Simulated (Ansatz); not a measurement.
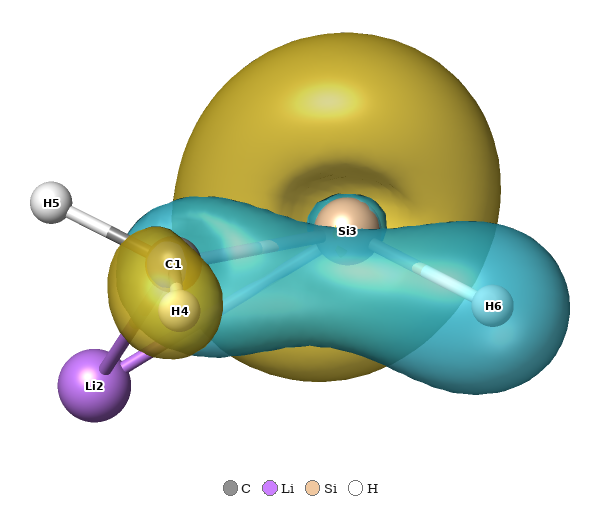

The picture shows: CH3LiSi (SMILES [Li-]1[CH2][SiH+]1). The HOMO at ±0.15 Å⁻³ᐟ² (yellow and cyan are the two phases), seen from one side.

Geometry: B3LYP/6-31G*.

Theory: isolated molecule in a Gaussian basis; Kohn-Sham density functional theory, functional PBE0 (Ansatz).

```xyz
6

C    -1.5316    0.3470    0.2904
Li   -0.5910   -1.2432   -0.7863
Si   -2.0769    0.6090   -1.3968
H    -1.1157    1.0949    0.9685
H    -1.8708   -0.5437    0.8491
H    -1.6306    2.0448   -1.6371
```

**Describe this orbital and give its energy.**

It lies mainly on Si3 (about 70 %), C1 (about 10 %) and H6 (about 10 %). Its energy is −5.48 eV.
